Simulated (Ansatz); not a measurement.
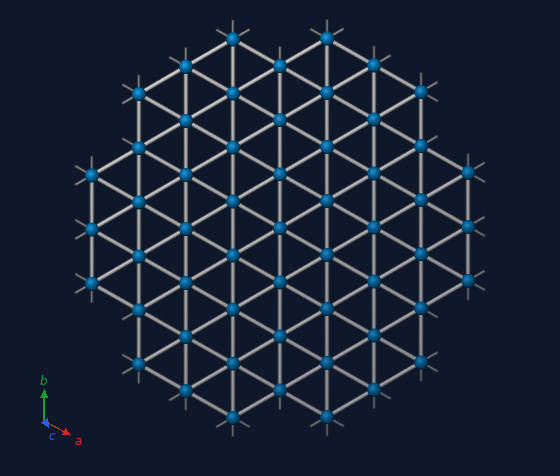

The picture shows a finite piece of the underlying net of a crystal structure, nodes on the atoms' positions. Nodes are coloured by topological kind. One layer is drawn. Edges to nodes outside the piece are drawn as stubs.

> Classify the net: periodicity, connectivity, name.

A uninodal 6-connected, two-periodic (layers) net. It is the hxl net, known from the triangular lattice.

> Give point symbol and coordination sequence.

3^6.4^6.5^3, sequence 6, 12, 18, 24, 30, 36.

Origin of the net. System CaO₃ (space group P6/mmm, No. 191); source of the atomic positions: coordinates from a relaxation with DFT PBE, scalar-relativistic, plane waves, PAW in Ansatz; the starting structure was generated, so it need not be a known form of this composition. Bonds are taken as Ca–O below 2.5 Å. The graph is simplified in the usual way: terminal and isolated atoms are pruned, two-connected atoms become edges. Ca is a 6-connected node. O becomes part of the edges.
